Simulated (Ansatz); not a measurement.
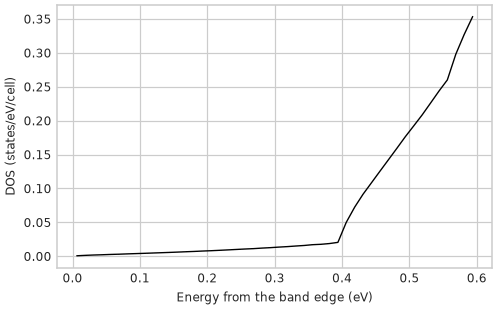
Fig. 1. Density of states of GaAlAs2 (R3m) above the conduction band minimum, Ansatz (a quantum-chemistry and plane-wave program) with PBEsol, rigid bands; cell volume 91.0 Å³.

Question: What effective density of states at 300 K does this give (∫ g(E) exp(−E/k_BT) dE, both spins, divided by the cell's size)?

Answer: 4.5e17 cm⁻³, a density-of-states mass of 0.069 mₑ, valleys and band degeneracy included.

Spin-orbit coupling is left out. Geometry: cell and atoms relaxed with PBEsol.

Computed structure, not matched to a measured one here, so possibly hypothetical: GaAlAs2 (R3m).
